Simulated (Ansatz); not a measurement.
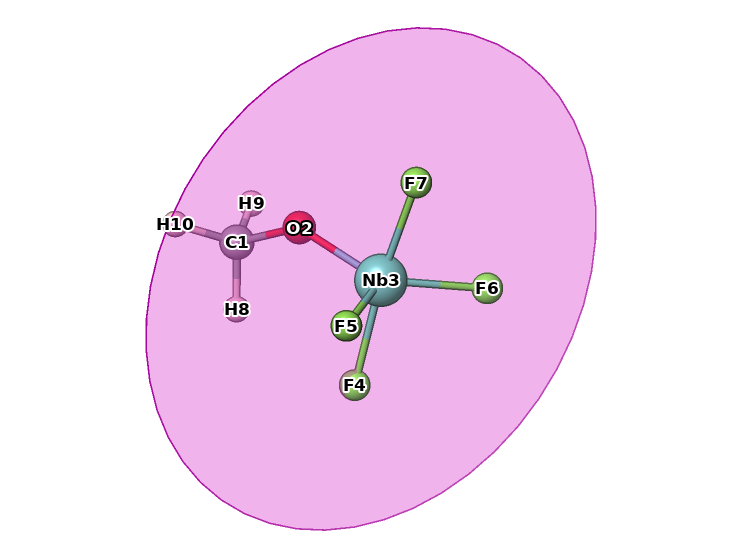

A disc through the centre of mass is drawn in. Distant atoms are faded towards the background colour. The species is neutral and a spin singlet. The computed structure is the end point of a PBE0-D4/def2-TZVP optimisation.

### Is the plane of the disc a mirror plane of the structure?

No. The point group is Cs, with 1 mirror plane, and this plane isn't one of its mirror planes.
